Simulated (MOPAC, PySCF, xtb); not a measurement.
Bond stretch in Ge2, triplet.

Levels of theory: UCCSD = CCSD on UHF/cc-pVDZ, 18 core orbitals frozen (PySCF); GFN1-xTB (xtb); AM1, unrestricted, heats of formation (MOPAC); CASSCF(8,8)/cc-pVDZ (PySCF); UKS-B3LYP/6-31G* = unrestricted B3LYP/6-31G*, spherical d in PySCF.

Energies are in kJ/mol, each relative to the lowest point of its own curve near equilibrium.

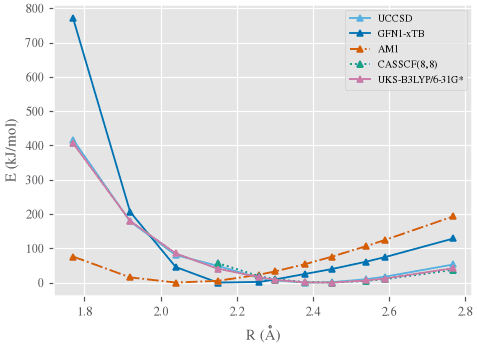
Energy against bond length for each method.

| R / Å | UCCSD | GFN1-xTB | AM1 | CASSCF(8,8) | UKS-B3LYP/6-31G* |
|---|---|---|---|---|---|
| 1.77 | 416.5 | 771.0 | 75.9 | — | 406.4 |
| 1.92 | 178.3 | 206.1 | 15.0 | — | 179.6 |
| 2.04 | 80.1 | 45.3 | 0.0 | — | 84.8 |
| 2.15 | 48.8 | 0.0 | 5.0 | 57.0 | 40.6 |
| 2.26 | 13.1 | 1.8 | 23.2 | 18.2 | 15.5 |
| 2.30 | 6.2 | 8.8 | 32.3 | 10.1 | 8.0 |
| 2.38 | 0.0 | 25.1 | 53.7 | 1.3 | 0.4 |
| 2.45 | 1.1 | 39.3 | 75.3 | 0.0 | 0.0 |
| 2.54 | 9.6 | 60.7 | 106.0 | 4.8 | 6.0 |
| 2.59 | 17.1 | 74.2 | 124.1 | 9.9 | 11.8 |
| 2.77 | 52.7 | 128.5 | 193.2 | 37.1 | 42.0 |

At the longest distance, 2.77 Å, AM1 lies highest above its minimum (193.2 kJ/mol) and CASSCF(8,8) lowest (37.1 kJ/mol).

A dash means that the run gave no value there, or that the column was ended at a point which the program doubted or which failed a test of continuity chosen for this set; such a test can also cut sound points.

The scan ran from 1.77 to 7.16 Å; beyond the distances shown one of the unrestricted levels run for this scan, shown here or not, changes its spin distribution in one step. The unrestricted determinant behind UCCSD is spin-contaminated at 2.77 Å (<S²> up to 2.2, against 2.00 for a pure triplet). The natural occupations jump between 1.92 and 2.04 Å in the active space behind CASSCF(8,8).
